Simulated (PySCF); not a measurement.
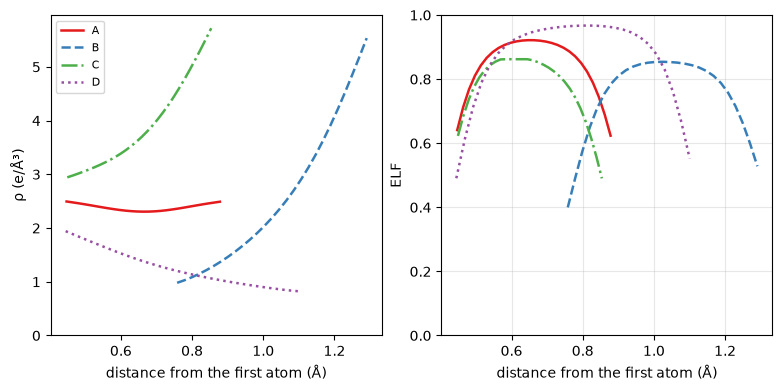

Figure. C$_{3}$H$_{6}$O$_{3}$Si$_{2}$. Total electron density and electron localisation function along straight lines between neighbouring atoms. The curves leave out the atomic cores.

Geometry: GFN2-xTB.

Theory: PBE0/pcSseg-1, SCF density, gas phase, non-relativistic in PySCF.

The calculation's input:

```
{"job": {"kind": "nmr", "xc": "PBE0", "basis": "pcSseg-1"}, "charge": 0, "multiplicity": 1}
C      2.651810    -0.324454     0.869811
C      1.462903    -0.907108     0.803469
Si     0.122557    -0.412947    -0.408005
O     -1.327791    -1.021347     0.069881
Si    -2.502911     0.053169     0.457942
O     -1.709674     1.474687     0.223852
C     -0.419706     1.430428    -0.193751
O      0.205537     2.437283    -0.370535
H      2.917361     0.492406     0.219994
H      3.405226    -0.630413     1.579055
H      1.242199    -1.722516     1.483293
H      0.295254    -0.739780    -1.817537
H     -3.555618    -0.048764    -0.531673
H     -2.787826    -0.081117     1.872064
```

Command:

```sh
OMP_NUM_THREADS=1 python probes_run.py task.json out
```

Question: Which curve belongs to which contact (C–C, C–O, C–Si and Si–O)? The first atom named is at distance zero.

Answer: Curve A: C–C (1.33 Å): ρ is about 2.3 e/Å³ halfway; the ELF peaks at about 0.90 between the atoms: a short, multiple covalent bond. Curve B: Si–O (1.64 Å): ρ is about 1.1 e/Å³ halfway; the ELF peaks at about 0.85 between the atoms; a shared but strongly polarised pair. Curve C: C–O (1.20 Å): the density is about 3.4 e/Å³ at the midpoint; the ELF peaks at about 0.85 between the atoms; a short, multiple covalent bond. Curve D: C–Si (1.87 Å): ρ at the midpoint is about 0.96 e/Å³; the ELF peaks at about 0.95 between the atoms (a covalent bond).
